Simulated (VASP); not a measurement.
Band structure of NaAsF₆ (space group Fm-3m). Level of theory: PBEsol GGA, VASP's PBE PAW potentials (set 64) (plane waves; VASP).

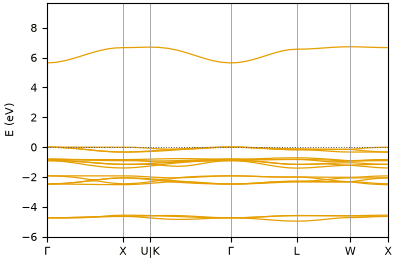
Fig. 1. Bands along high-symmetry lines, zero at the valence-band maximum or, without a gap, the Fermi level

Question: Read the plot: is there a gap, and where are the band edges?

Answer: The gap is direct, 5.64 eV, from the valence maximum at Γ to the conduction minimum at Γ.

The structure comes from a computed database's NaAsF6 entry (Fm-3m); how it stands against other phases isn't given here. The cell was not relaxed at this level.
